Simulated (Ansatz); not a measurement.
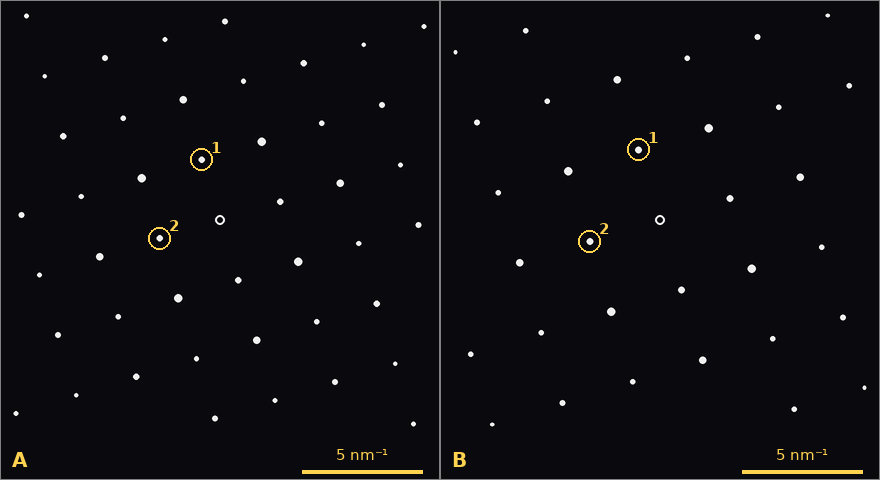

Kinematic electron diffraction patterns (300 kV, B = 0.5 Å², same scale) along [001] of the run's own cell, for the start and the end of one relaxation of Au2Br with Ansatz 0.2.0, DFT PBE, scalar-relativistic, plane waves, PAW. k mesh 8×8×6. The start is a generated model structure, and the relaxation ends in the nearest stationary point of its symmetry, not necessarily the ground state. Spot 1 is -1 -1 0 and spot 2 is 1 -1 0 in both.

Start structure:

```
CELL_PARAMETERS angstrom
4.62073 0.00000 0.00000
0.00000 4.62073 0.00000
0.00000 0.00000 6.65207
ATOMIC_POSITIONS crystal
Au 0.00000 0.50000 0.20300
Au 0.00000 0.50000 0.70300
Au 0.50000 0.00000 0.29700
Au 0.50000 0.00000 0.79700
Br 0.00000 0.00000 0.00000
Br 0.50000 0.50000 0.50000
```

> Which pattern belongs to the start structure, and which to the relaxed one?

B is the start: its cell gives d(1) = 3.267 Å, d(2) = 3.267 Å and an angle of 90.0°. A is the relaxed structure, with d(1) = 3.812 Å (+16.7 %), d(2) = 3.812 Å (+16.7 %) and 90.0°.

> Summarise the relaxation behind the change.

The volume changed by +11.3 % to 26.34 Å³ an atom; with the mean shift removed, the atoms moved by up to 1.61 Å relative to the cell (Au most); the space group went from P4_2/nmc (No. 137) to I4/mmm (No. 139); the free energy fell by 270 meV an atom. Relaxed cell: a = 5.391 Å, b = 5.391 Å, c = 5.438 Å, α = 90.00°, β = 90.00°, γ = 90.00°.
